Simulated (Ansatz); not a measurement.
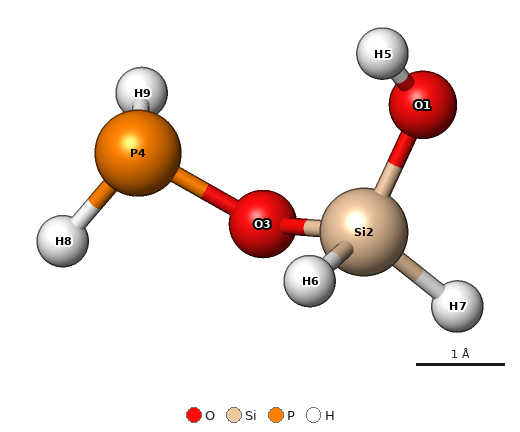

**Figure 1.** The structure as given in the input (ball-and-stick view, seen at a tilt; atoms are numbered from 1 in the order of the input). Bond lengths as drawn: H–O 0.96 Å, H–P 1.42 Å, H–Si 1.47 to 1.49 Å, O–P 1.65 Å and O–Si 1.64 to 1.65 Å.

**SiPH₅O₂: one change and its effect**

System: SiPH₅O₂.
Method of run A: RKS wB97M-V/def2-SVP (Ansatz 0.2.0).

The geometry comes from this level: PBE0-D4/def2-TZVP. Text and figures count atoms from 1; the logs count them from 0 in places.

### Input file, run A
```yaml
crystal:
  periodic: [false, false, false]
  atoms:
    - {symbol: O, position_ang: [-0.307899, 1.144280, -1.642907]}
    - {symbol: Si, position_ang: [0.817663, 0.561951, -0.606418]}
    - {symbol: O, position_ang: [0.302435, -0.778051, 0.201775]}
    - {symbol: P, position_ang: [-0.942202, -0.834855, 1.277569]}
    - {symbol: H, position_ang: [-0.998706, 1.706859, -1.290590]}
    - {symbol: H, position_ang: [1.170561, 1.605264, 0.391284]}
    - {symbol: H, position_ang: [1.964493, 0.123467, -1.421101]}
    - {symbol: H, position_ang: [-0.305873, -1.590906, 2.302551]}
    - {symbol: H, position_ang: [-1.611970, -1.984309, 0.770637]}
basis:
  gaussian: {orbitals: def2-SVP}
hamiltonian: {xc: {name: wB97M-V}}
output: {orbitals: {seedname: orbitals}}
```

Hardware: 4 CPU threads, shared host.

### Output (run A)
```
Functional definition: wB97M-V
  parameter omega = 0.3/bohr
  parameter cx = 0.15
  parameter cx01 = 1.007
  parameter cx10 = 0.259
  parameter css00 = 0.443
  parameter css04 = -1.437
  parameter css10 = -4.535
  parameter css20 = -3.390
  parameter css43 = 4.278
  parameter cos00 = 1.000
  parameter cos10 = 1.358
  parameter cos20 = 2.924
  parameter cos21 = -8.812
  parameter cos60 = -1.390
  parameter cos61 = 9.142
  parameter b = 6.0
  parameter c = 0.01
  gx(w, u) = 1 - cx + cx01*u + cx10*w
  gss(w, u) = css00 + css04*u^4 + css10*w + css20*w^2 + css43*w^4*u^3
  gos(w, u) = cos00 + cos10*w + (cos20 + cos21*u)*w^2 + (cos60 + cos61*u)*w^6
  exchange = spin_sum(e_x_unif_sr(omega)*gx(b97_w, b97_u_x)) + cx*exact_x_sr(omega) + exact_x_lr(omega)
  correlation = spin_sum(e_c_pw_mod_same_spin*gss(b97_w, b97_u_same))
      + integral(e_c_pw_mod_opposite_spin*gos(b97_w_opposite, b97_u_opposite)) + vv10(b, c)
838 factors; integrals over basis functions are off by at most 1.1e-3 eV
277 factors; integrals over basis functions are off by at most 9.4e-6 eV
mean field evaluation 1: about -21327.6200 eV, gradient 5.3e1 eV
mean field evaluation 2: about -21326.7347 eV, gradient 5.9e1 eV
mean field evaluation 4: about -21332.5689 eV, gradient 1.8e0 eV
mean field evaluation 8: about -21332.6307 eV, gradient 7.0e-2 eV
mean field evaluation 16: about -21332.6307 eV, gradient 2.8e-5 eV
mean field -21332.63073698 eV, -783.9597198076 hartree, gradient 2.8e-5 eV, S^2 0.000000; 0 other end points of the search recorded, 0 dependent functions left out
reference -21332.63077849 eV, -783.9597213329 hartree; 25, 25 occupied and 64, 64 virtual orbitals, 838 factors
Total energy: -21332.63077849 eV, -783.9597213329 hartree
```

Run B used a changed input.

### The two runs side by side

```csv
quantity,run A,run B
outcome,converged,converged
total energy (hartree),−783.959721,−784.421233
HOMO (eV),−9.44,−9.57
LUMO (eV),2.24,1.23
basis functions,89,404
wall time (shared host),6 s,22 s
```

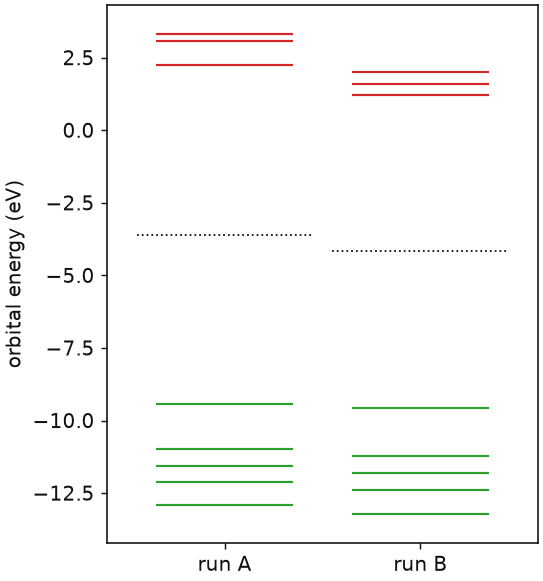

**Figure 2.** The five highest filled and three lowest empty orbital energies of the two runs; the dotted lines part filled from empty levels. The HOMO–LUMO gap is 11.68 eV in run A and 10.80 eV in run B.

Which change of the input explains these differences?

The change (lines with − go, lines with + come):
```diff
-  gaussian: {orbitals: def2-SVP}
+  gaussian: {orbitals: "def2-QZVPP.json"}
```

The total energy of run B is 289.6 kcal/mol lower, which measures the change of basis and not a stability. The HOMO goes from −9.44 to −9.57 eV. The LUMO goes from 2.24 to 1.23 eV. The basis functions go from 89 to 404.

### Output (run B)
```
Functional definition: wB97M-V
  parameter omega = 0.3/bohr
  parameter cx = 0.15
  parameter cx01 = 1.007
  parameter cx10 = 0.259
  parameter css00 = 0.443
  parameter css04 = -1.437
  parameter css10 = -4.535
  parameter css20 = -3.390
  parameter css43 = 4.278
  parameter cos00 = 1.000
  parameter cos10 = 1.358
  parameter cos20 = 2.924
  parameter cos21 = -8.812
  parameter cos60 = -1.390
  parameter cos61 = 9.142
  parameter b = 6.0
  parameter c = 0.01
  gx(w, u) = 1 - cx + cx01*u + cx10*w
  gss(w, u) = css00 + css04*u^4 + css10*w + css20*w^2 + css43*w^4*u^3
  gos(w, u) = cos00 + cos10*w + (cos20 + cos21*u)*w^2 + (cos60 + cos61*u)*w^6
  exchange = spin_sum(e_x_unif_sr(omega)*gx(b97_w, b97_u_x)) + cx*exact_x_sr(omega) + exact_x_lr(omega)
  correlation = spin_sum(e_c_pw_mod_same_spin*gss(b97_w, b97_u_same))
      + integral(e_c_pw_mod_opposite_spin*gos(b97_w_opposite, b97_u_opposite)) + vv10(b, c)
1381 factors; their error is unknown
337 factors; integrals over basis functions are off by at most 1.2e-5 eV
mean field evaluation 1: about -21338.8668 eV, gradient 6.3e1 eV
mean field evaluation 2: about -21336.4216 eV, gradient 7.5e1 eV
mean field evaluation 4: about -21345.1654 eV, gradient 2.5e0 eV
mean field evaluation 8: about -21345.1891 eV, gradient 3.4e-2 eV
mean field -21345.18909686 eV, -784.4212310209 hartree, gradient 8.4e-5 eV, S^2 0.000000; 0 other end points of the search recorded, 0 dependent functions left out
reference -21345.18915858 eV, -784.4212332889 hartree; 25, 25 occupied and 379, 379 virtual orbitals, 1381 factors
Total energy: -21345.18915858 eV, -784.4212332889 hartree
```
